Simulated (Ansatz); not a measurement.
C₄H₉NSi (SMILES C=C(C)/C=N/[SiH3])

The calculation's input:

```
crystal:
  periodic: [false, false, false]
  atoms:
    - { symbol: C, position_ang: [-1.5443, 1.3204, -0.5035] }
    - { symbol: C, position_ang: [-1.1141, 0.2098, 0.1129] }
    - { symbol: C, position_ang: [-1.9972, -0.7061, 0.8961] }
    - { symbol: C, position_ang: [0.3303, -0.1632, 0.0312] }
    - { symbol: "N", position_ang: [1.2087, 0.532, -0.6094] }
    - { symbol: Si, position_ang: [2.8364, -0.0737, -0.5826] }
    - { symbol: H, position_ang: [-0.8635, 1.957, -1.0628] }
    - { symbol: H, position_ang: [-2.5846, 1.6242, -0.4672] }
    - { symbol: H, position_ang: [-1.6567, -0.7695, 1.9348] }
    - { symbol: H, position_ang: [-1.9833, -1.7122, 0.4643] }
    - { symbol: H, position_ang: [-3.0365, -0.3612, 0.9058] }
    - { symbol: H, position_ang: [0.5812, -1.0969, 0.5741] }
    - { symbol: H, position_ang: [2.8325, -1.4364, -1.1663] }
    - { symbol: H, position_ang: [3.715, 0.8321, -1.3583] }
    - { symbol: H, position_ang: [3.2759, -0.1563, 0.8308] }
basis:
  gaussian:
    orbitals: def2-SVP
correlation:
  method: mp2
output:
  orbitals: {}
  forces: true
```

The fields and orbitals are those of the mean-field reference, not of the correlated method; not at a stationary point (largest force 1.2 eV/Å).

Level of theory: Ansatz 0.2.0, MP2, Gaussian basis.

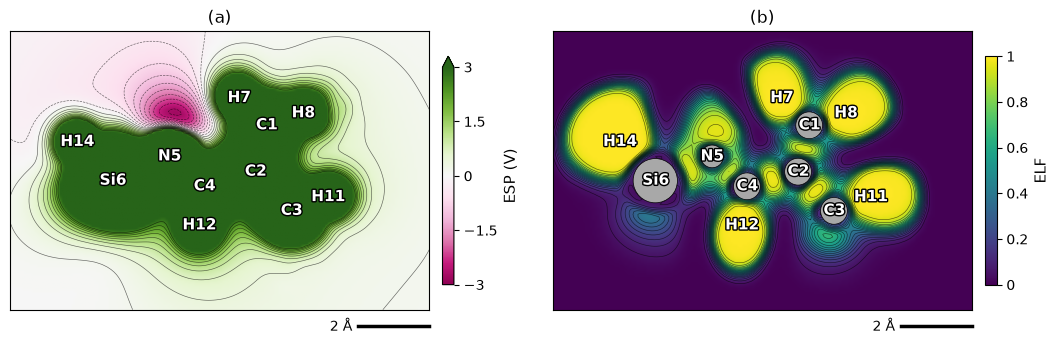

Figure 1. (a) molecular electrostatic potential; (b) ELF on the plane of atoms C1, C2 and C4. Grey discs cover the atomic cores in the ELF map.

> What do the fields say about this system?

The section cuts through C, N, Si and H sites.
C–N (1.29 Å): the ELF peaks at about 0.90 between the atoms; localised, covalent bonding.
C–C (1.34 Å): the ELF peaks at about 0.95 between the atoms: a short, multiple covalent bond.
Si–N (1.74 Å): the ELF peaks at about 0.95 between the atoms (a shared but strongly polarised pair).
C–H (1.08 Å): the ELF climbs to about 1 towards the hydrogen, as it does in any bond to H; an ordinary covalent bond to hydrogen.
C–C (1.49 Å): the ELF peaks at about 1 between the atoms: localised, covalent bonding.
The ELF also peaks beside N5, away from the bonds: lone-pair regions.
Outside the dense part of the molecule the potential is most negative (−2.8 V) near N5.

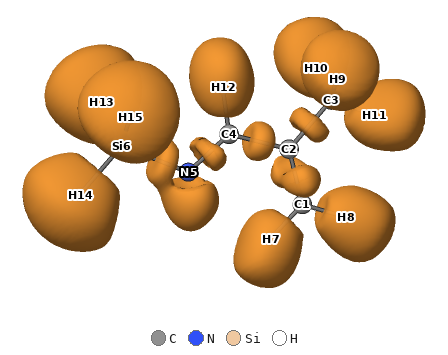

Figure 2. Isosurface of the ELF at 0.8 (orange), seen at a tilt. Only the valence region is drawn (cores and ρ < 0.01 e/Å³ removed).

> Where are the electrons localised?

The surface consists of three regions between bonded C–C atoms (shared pairs), one region between bonded C–N atoms (shared pairs), nine regions around hydrogen nuclei and one region on N in which the atom's valence shell and bonds are merged.

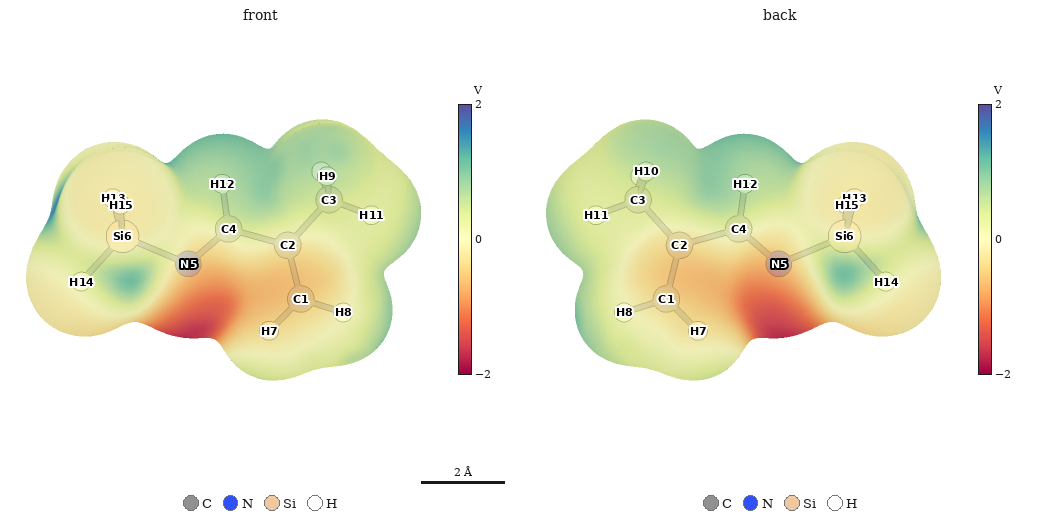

Figure 3. The molecular electrostatic potential painted on the density surface at 0.002 e/bohr³, seen from the front and from behind; red is negative and blue positive.

> Which sites attract a positive test charge, and which a negative one?

A positive charge is drawn to the negative regions and a negative charge to the positive ones. The most negative region (about −1.7 V) lies over N5, the most positive (about +1.4 V) over Si6. N5 is the likeliest acceptor of a hydrogen bond.
